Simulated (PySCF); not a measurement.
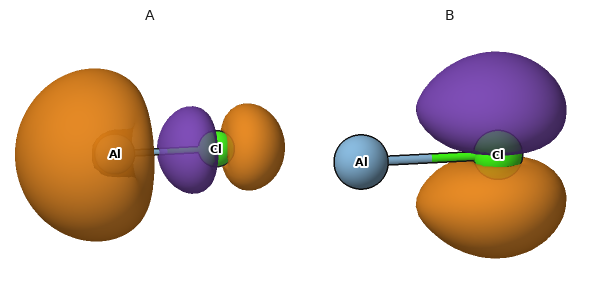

*AlCl. Two frontier orbitals, each drawn at the value that holds 80 % of its norm (orange and purple are the two phases), in no order; of a degenerate pair one member is drawn.*

Level of theory: PBE0/6-311G(d,p), non-relativistic, at a bond length of 2.163 Å in PySCF 2.14.0.

Label each orbital by symmetry, say whether it is occupied, and order them by energy.

Answer. Orbital B: π, occupied, −9.26 eV; mainly on Cl (90 %).
Orbital A: σ, occupied, −7.14 eV; mainly on Al (80 %).
